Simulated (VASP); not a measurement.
## A VASP study of SbSe2 (PBE): structure first, properties next

Wanted: the relaxed cell of SbSe2 and its properties. The steps: relaxing cell and atoms (PBE), second relaxation, density, ELF and potential (PBE), band structure (PBE), density of states (PBE), volume scan with PBE, fit for PBE and bands along the symmetry lines (TB-mBJ). The cell is invented: it takes the structure of COD entry 1538289, VSe2 (space group 164 there), with some of its atoms replaced by other elements, volume scaled by an estimate. It may not be a known or stable phase.

Program: VASP 6.6.1. Level of theory: PBE; plane waves and PAW (Sb, Se), in the first sound run; inputs show where later runs differ. Results are calculated unless marked as measured.

### 1. The starting structure

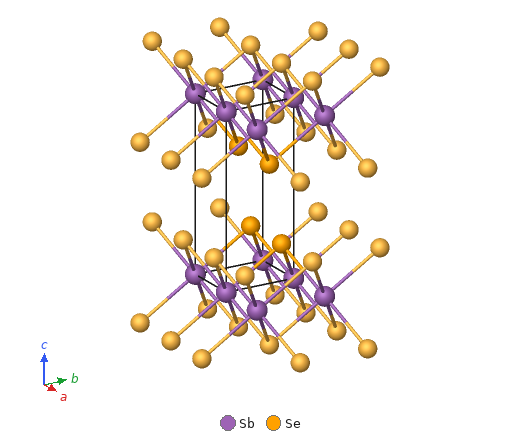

The starting structure, seen slightly off an axis (antimony purple, selenium orange). 2×1×1 cells are drawn. Some periodic images of atoms are drawn too.

As a file:

```cif
data_structure
_symmetry_space_group_name_H-M 'P 1'
_symmetry_Int_Tables_number 1
_cell_length_a 3.6688
_cell_length_b 3.6688
_cell_length_c 6.7078
_cell_angle_alpha 90.000
_cell_angle_beta 90.000
_cell_angle_gamma 120.000
_cell_volume 78.19
loop_
_atom_site_label
_atom_site_type_symbol
_atom_site_fract_x
_atom_site_fract_y
_atom_site_fract_z
_atom_site_occupancy
Sb1 Sb 0.00000 0.00000 0.00000 1
Se2 Se 0.33333 0.66667 0.25000 1
Se3 Se 0.66667 0.33333 0.75000 1
```

### 2. Relaxing cell and atoms (PBE)

Properties are meant for the cell that this level of theory prefers, so cell and atoms are relaxed first (ISIF = 3) until forces and stress are small; EDIFFG sets the threshold. PBE, the usual starting point, adds the gradient of the density.

INCAR

```
SYSTEM = SbSe2
PREC = Accurate
ENCUT = 400
EDIFF = 1E-06
NELM = 100
ISMEAR = 0
SIGMA = 0.05
LREAL = .FALSE.
ALGO = Normal
GGA = PE
LORBIT = 11
LWAVE = .FALSE.
LCHARG = .FALSE.
IBRION = 2
NSW = 60
ISIF = 3
EDIFFG = -0.01
```

POSCAR

```
SbSe2
1.0
    3.6688410000      0.0000000000      0.0000000000
   -1.8344200000      3.1773090000      0.0000000000
    0.0000000000      0.0000000000      6.7078000000
Sb Se
1 2
Direct
    0.0000000000      0.0000000000      0.0000000000
    0.3333333300      0.6666666700      0.2500000000
    0.6666666700      0.3333333300      0.7500000000
```

KPOINTS

```
Automatic mesh
0
Gamma
7 7 4
0 0 0
```

The projector-augmented-wave data sets are Sb and Se (PBE family, release 64).

Launch:

```
> mpirun -np 1 vasp_std
```

The log of the run:

```text
[banner, memory and clock lines left out]
running    1 mpi-ranks, on    1 nodes
 distrk:  each k-point on    1 cores,    1 groups
 distr:  one band on    1 cores,    1 groups

 POSCAR found type information on POSCAR SbSe
 POSCAR found :  2 types and       3 ions
 LDA part: xc-table for (Slater+PW92), standard interpolation
 POSCAR, INCAR and KPOINTS ok, starting setup
 FFT: planning ... GRIDC
 FFT: planning ... GRID_SOFT
 FFT: planning ... GRID
 WAVECAR not read
 entering main loop
       N       E                     dE             d eps       ncg     rms          rms(c)
DAV:   1     0.788256175507E+02    0.78826E+02   -0.53184E+03   672   0.883E+02
DAV:   2    -0.588086342354E+01   -0.84706E+02   -0.80344E+02   932   0.178E+02
DAV:   3    -0.114697336054E+02   -0.55889E+01   -0.54684E+01   832   0.517E+01
DAV:   4    -0.115545737941E+02   -0.84840E-01   -0.84397E-01   808   0.693E+00
DAV:   5    -0.115557904672E+02   -0.12167E-02   -0.12165E-02   796   0.849E-01    0.553E+00
DAV:   6    -0.113411545795E+02    0.21464E+00   -0.29619E-01   688   0.426E+00    0.367E+00
DAV:   7    -0.113365114402E+02    0.46431E-02   -0.15689E-01   736   0.233E+00    0.109E+00
DAV:   8    -0.113359868384E+02    0.52460E-03   -0.43751E-03   800   0.608E-01    0.397E-01
DAV:   9    -0.113363382328E+02   -0.35139E-03   -0.14854E-03   700   0.309E-01    0.116E-01
DAV:  10    -0.113363197554E+02    0.18477E-04   -0.64221E-05   820   0.584E-02    0.404E-02
DAV:  11    -0.113363321425E+02   -0.12387E-04   -0.34019E-05   728   0.468E-02    0.965E-03
DAV:  12    -0.113363310942E+02    0.10483E-05   -0.42233E-06   772   0.154E-02    0.616E-03
DAV:  13    -0.113363310991E+02   -0.48575E-08   -0.11100E-06   372   0.762E-03
   1 F= -.11336331E+02 E0= -.11334900E+02  d E =-.113363E+02
 curvature:   0.00 expect dE= 0.000E+00 dE for cont linesearch  0.000E+00
 trial: gam= 0.00000 g(F)=  0.600E-01 g(S)=  0.775E+00 ort = 0.000E+00 (trialstep = 0.100E+01)
 search vector abs. value=  0.835E+00
 bond charge predicted
       N       E                     dE             d eps       ncg     rms          rms(c)
DAV:   1    -0.128121103263E+02   -0.14758E+01   -0.35469E+01   696   0.351E+01    0.563E+00
DAV:   2    -0.117801884246E+02    0.10319E+01   -0.17407E+00   676   0.940E+00    0.247E+00
DAV:   3    -0.114925347305E+02    0.28765E+00   -0.69043E-01   684   0.489E+00    0.979E-01
DAV:   4    -0.114599485211E+02    0.32586E-01   -0.65747E-02   732   0.155E+00    0.441E-01
DAV:   5    -0.114589248997E+02    0.10236E-02   -0.41164E-03   760   0.425E-01    0.223E-01
DAV:   6    -0.114590907802E+02   -0.16588E-03   -0.11854E-03   724   0.233E-01    0.601E-02
DAV:   7    -0.114591155097E+02   -0.24729E-04   -0.71803E-05   756   0.630E-02    0.207E-02
DAV:   8    -0.114591176247E+02   -0.21150E-05   -0.20651E-05   696   0.312E-02    0.794E-03
DAV:   9    -0.114591215504E+02   -0.39257E-05   -0.51498E-06   748   0.160E-02    0.348E-03
DAV:  10    -0.114591214832E+02    0.67251E-07   -0.23112E-07   336   0.328E-03
   2 F= -.11459121E+02 E0= -.11457152E+02  d E =-.122790E+00
[... from here on, the cycles between the ionic steps are left out ...]
   3 F= -.11558476E+02 E0= -.11556604E+02  d E =-.222145E+00
   4 F= -.11583456E+02 E0= -.11580514E+02  d E =-.249799E-01
   5 F= -.11589853E+02 E0= -.11586957E+02  d E =-.313773E-01
   6 F= -.11589855E+02 E0= -.11586922E+02  d E =-.313791E-01
   7 F= -.11589908E+02 E0= -.11586960E+02  d E =-.529689E-04
   8 F= -.11589984E+02 E0= -.11586995E+02  d E =-.128947E-03
   9 F= -.11590001E+02 E0= -.11587011E+02  d E =-.172538E-04
  10 F= -.11590052E+02 E0= -.11587056E+02  d E =-.683411E-04
  11 F= -.11590153E+02 E0= -.11587147E+02  d E =-.168860E-03
  12 F= -.11590346E+02 E0= -.11587325E+02  d E =-.362316E-03
  13 F= -.11590703E+02 E0= -.11587669E+02  d E =-.718729E-03
  14 F= -.11591275E+02 E0= -.11588297E+02  d E =-.129128E-02
  15 F= -.11591616E+02 E0= -.11589084E+02  d E =-.163174E-02
  16 F= -.11591674E+02 E0= -.11589184E+02  d E =-.586225E-04
  17 F= -.11591826E+02 E0= -.11589470E+02  d E =-.210812E-03
  18 F= -.11592006E+02 E0= -.11589932E+02  d E =-.390750E-03
  19 F= -.11592022E+02 E0= -.11590050E+02  d E =-.406190E-03
  20 F= -.11592171E+02 E0= -.11590195E+02  d E =-.148800E-03
  21 F= -.11592490E+02 E0= -.11590504E+02  d E =-.467976E-03
  22 F= -.11592563E+02 E0= -.11590564E+02  d E =-.541474E-03
  23 F= -.11592624E+02 E0= -.11590629E+02  d E =-.602371E-03
  24 F= -.11592721E+02 E0= -.11590731E+02  d E =-.968446E-04
 trial-energy change:   -0.000097  1 .order   -0.000098   -0.000112   -0.000084
 step:   1.3472(harm=  1.3472)  dis= 0.00086  next Energy=   -11.592845 (dE=-0.221E-03)
 bond charge predicted
       N       E                     dE             d eps       ncg     rms          rms(c)
DAV:   1    -0.115931880337E+02   -0.46615E-03   -0.22467E-02   672   0.909E-01    0.103E-01
DAV:   2    -0.115928899061E+02    0.29813E-03   -0.82514E-04   732   0.227E-01    0.468E-02
DAV:   3    -0.115928203964E+02    0.69510E-04   -0.19649E-04   768   0.859E-02    0.178E-02
DAV:   4    -0.115928112502E+02    0.91462E-05   -0.23434E-05   716   0.364E-02    0.771E-03
DAV:   5    -0.115928112138E+02    0.36419E-07   -0.50038E-06   728   0.154E-02
  25 F= -.11592811E+02 E0= -.11590840E+02  d E =-.187129E-03
 curvature:  -1.04 expect dE=-0.206E-04 dE for cont linesearch -0.869E-05
 trial: gam= 0.00000 g(F)=  0.285E-05 g(S)=  0.170E-04 ort =-0.650E-04 (trialstep = 0.543E+00)
 search vector abs. value=  0.198E-04
 reached required accuracy - stopping structural energy minimisation
```

Run time: 4 min. Hardware: 1 MPI rank of AMD EPYC 7R43, shared host; peak memory 0.14 GiB.

The logs omit lines about the potential files and the build; timing stands in the text.

From OUTCAR (step 2):

```text
ion  position               nearest neighbor table
   1  0.000  0.000  0.000-   2 2.70   3 2.70   3 2.70   2 2.70   3 2.70   2 2.70
   2  0.333  0.667  0.250-   1 2.70   1 2.70   1 2.70
   3  0.667  0.333  0.750-   1 2.70   1 2.70   1 2.70

  LATTYP: Found a hexagonal cell.
 ALAT       =     3.6688410000
 C/A-ratio  =     1.8283158087

 Subroutine GETGRP returns: Found 12 space group operations
 (whereof 12 operations were pure point group operations)

The static configuration has the point symmetry D_3d.

 Found     28 irreducible k-points:

   k-points           NKPTS =     28   k-points in BZ     NKDIM =     28   number of bands    NBANDS=     12

   dimension x,y,z NGX =    24 NGY =   24 NGZ =   48
   dimension x,y,z NGXF=    48 NGYF=   48 NGZF=   96

   ENCUT  =  400.0 eV  29.40 Ry    5.42 a.u.   5.98  5.98 10.94*2*pi/ulx,y,z

   NELECT =      17.0000    total number of electrons

 k-points in reciprocal lattice and weights: Automatic mesh
   0.00000000  0.00000000  0.00000000       0.005
   0.14285714  0.00000000  0.00000000       0.031
   0.28571429  0.00000000  0.00000000       0.031
   0.42857143  0.00000000  0.00000000       0.031
   0.14285714  0.14285714  0.00000000       0.031
   0.28571429  0.14285714  0.00000000       0.061
   0.42857143  0.14285714  0.00000000       0.031
   0.28571429  0.28571429  0.00000000       0.031
   0.00000000  0.00000000  0.25000000       0.010
[...]
0.42857143  0.14285714  0.50000000       0.031
   0.28571429  0.28571429  0.50000000       0.031

 average (electrostatic) potential at core
       1 -89.3741       2 -54.1531       3 -54.1531

 E-fermi :   3.9989

 k-point     1 :       0.0000    0.0000    0.0000
  band No.  band energies     occupation
    ...
      5       2.5774      2.00000
      6       2.6807      2.00000
      7       3.0720      2.00000
      8       3.0720      2.00000
      9       3.1621      2.00000
     10       5.7873      0.00000
     11       6.5934      0.00000
     12       6.5934      0.00000

 k-point     2 :       0.1429    0.0000    0.0000
  band No.  band energies     occupation
    ...
      4       0.9250      2.00000
      5       1.8184      2.00000
      6       1.9891      2.00000
      7       3.0415      2.00000
      8       3.2672      2.00000
      9       4.3996      0.00000
     10       6.0057      0.00000
     11       6.7708      0.00000
     12       6.8344      0.00000

 k-point     3 :       0.2857    0.0000    0.0000
  band No.  band energies     occupation
    ...
      4      -0.4148      2.00000
      5       0.6607      2.00000
      6       1.2660      2.00000
      7       2.7077      2.00000
      8       3.2010      2.00000
      9       4.0582      0.09322
     10       6.1943      0.00000
     11       7.1396      0.00000
     12       7.7593      0.00000

  Total        0.0216435      0.0216435      0.0109553      0.0000000     -0.0000000      0.0000000
  in kB        0.4123546      0.4123545      0.2087218      0.0000001     -0.0000000      0.0000000
  external PRESSURE =       0.3444770 kB  Pullay stress =       0.0000000 kB

  energy-cutoff  :      400.00
  volume of cell :       84.09
      direct lattice vectors                 reciprocal lattice vectors
     3.889166770  0.000000036 -0.000000000     0.257124483  0.148450874 -0.000000000
    -1.944582824  3.368116603 -0.000000000    -0.000000003  0.296901833 -0.000000000
    -0.000000000  0.000000000  6.419822419     0.000000000  0.000000000  0.155767549

 POSITION                                       TOTAL-FORCE (eV/Angst)
 -----------------------------------------------------------------------------------
     -0.00000      0.00000      0.00000        -0.000000      0.000000      0.000000
      0.00000      2.24541      1.68310        -0.000000      0.000000      0.005433
      1.94458      1.12271      4.73672         0.000000     -0.000000     -0.005433
 -----------------------------------------------------------------------------------
    total drift:                               -0.000000      0.000000      0.000000

  FREE ENERGIE OF THE ION-ELECTRON SYSTEM (eV)
  ---------------------------------------------------
  free  energy   TOTEN  =       -11.5928112138 eV

  energy  without entropy=      -11.5888695502  energy(sigma->0) =      -11.59084038

 reached required accuracy - stopping structural energy minimisation

 total charge
# of ion       s       p       d       tot
------------------------------------------
    1        1.232   0.958   0.083   2.273
    2        1.494   2.237   0.027   3.758
    3        1.494   2.237   0.027   3.758
--------------------------------------------------
tot          4.220   5.431   0.137   9.788

[... 3 further parts left out ...]
```

CONTCAR:

```
SbSe2
   1.00000000000000
     3.8891667697788077    0.0000000356053352   -0.0000000000000004
    -1.9445828240276666    3.3681166026883553   -0.0000000000000000
    -0.0000000000000000    0.0000000000000004    6.4198224186727613
  Sb              Se
     1     2
Direct
     0.0000000000000000    0.0000000000000000    0.0000000000000000
     0.3333333300000021    0.6666666699999979    0.2621724082588439
     0.6666666699999979    0.3333333300000021    0.7378275917411559
```

This run has no spin polarisation. Its electron count is odd, so without a moment it is a metal by construction. The k-mesh is coarse for a metal. The bonds form layers, held to each other by dispersion, which PBE lacks, so the spacing between them is unreliable. The run keeps the 12 symmetry operations of its start, so it cannot find a distortion of lower symmetry.

Relaxation path (22 of 25):

```tsv
step	energy less that of the first step (eV)	largest force (eV/Å)	pressure (GPa)	volume (Å³)
1	0.0000	0.7883	8.00	78.19
2	-0.1228	0.8272	-3.93	93.83
3	-0.2221	0.2711	-0.16	86.90
4	-0.2471	0.0964	-0.08	87.27
6	-0.2535	0.0210	0.00	87.56
7	-0.2536	0.0159	-0.03	87.56
8	-0.2537	0.0006	-0.14	87.59
9	-0.2537	0.0010	-0.15	87.57
10	-0.2537	0.0017	-0.14	87.52
11	-0.2538	0.0035	-0.13	87.43
12	-0.2540	0.0074	-0.12	87.25
14	-0.2549	0.0348	0.00	86.15
15	-0.2553	0.0744	0.19	84.68
16	-0.2553	0.0730	0.18	84.62
17	-0.2555	0.0686	0.16	84.41
18	-0.2557	0.0577	0.14	84.01
19	-0.2557	0.0525	0.12	83.86
20	-0.2558	0.0453	0.09	83.93
22	-0.2562	0.0207	-0.22	84.47
23	-0.2563	0.0026	-0.13	84.32
24	-0.2564	0.0002	-0.10	84.26
25	-0.2565	0.0054	0.03	84.09
```

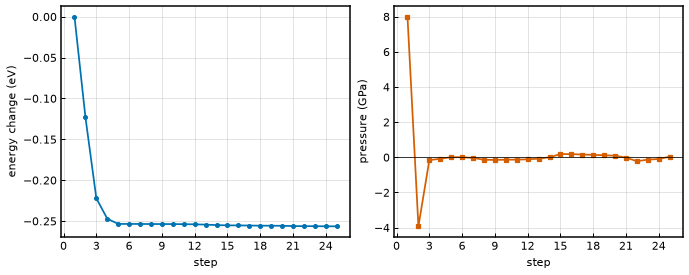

Energy and pressure along the relaxation.

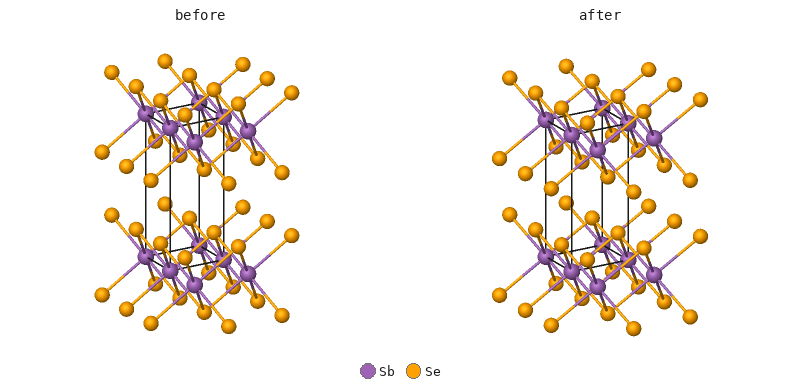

The structure before and after the relaxation, drawn at the same scale.

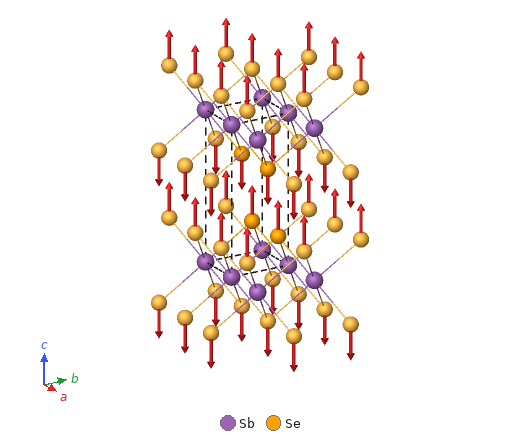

Displacements in the relaxation, exaggerated, measured against the changing cell; the longest in the cell stands for 0.08 Å. 2×1×1 cells are drawn. Some periodic images of atoms are drawn too.

```tsv
conventional cell, symmetrised	before	after	change
a (Å)	3.669	3.889	+6.0 %
b (Å)	3.669	3.889	+6.0 %
c (Å)	6.708	6.420	-4.3 %
volume (Å³/atom)	26.06	28.03	+7.5 %
```

The atoms that moved most (Å, as changes of fractional coordinates times the final cell):

```tsv
atom	dx	dy	dz	length
Se2	0.000	0.000	0.078	0.078
Se3	0.000	0.000	-0.078	0.078
```

The relaxed structure:

```xyz
3
Lattice="3.8892 0.0000 0.0000 -1.9446 3.3681 0.0000 0.0000 0.0000 6.4198" Properties=species:S:1:pos:R:3 pbc="T T T"
Sb    0.0000    0.0000    0.0000
Se    0.0000    2.2454    1.6831
Se    1.9446    1.1227    4.7367
```

Numbers from this step:

| Property | Result |
| --- | --- |
| electrons | 17 |
| bands | 12 |
| irreducible k-points | 28 |
| symmetry operations | 12 |
| free energy (TOTEN) | -11.59 eV |
| energy at zero smearing | -11.59 eV |
| Fermi energy | 3.999 eV |
| pressure | 0.03445 GPa |
| metallic | yes |
| SCF cycles over all ionic steps | 146 |

It ends with a largest force of 0.005 eV/Å and a pressure of 0.03 GPa.

(Continued in part 2 of 4.)

[Lines on the potential files, build, host, timing and source positions are cut from VASP's logs without a mark.]

[Logs are printed without paths, hosts, clocks, repeated set-up lines and the standing remarks that a program may print on its own settings, such as how far it seeks lower states.]

[Hosts, paths, dates, database ids (printed as entryN), source tags and the programs' standing remarks are cut or masked in the printed files.]

[A measured line is paired with the nearest computed mode of its activity, which favours agreement.]
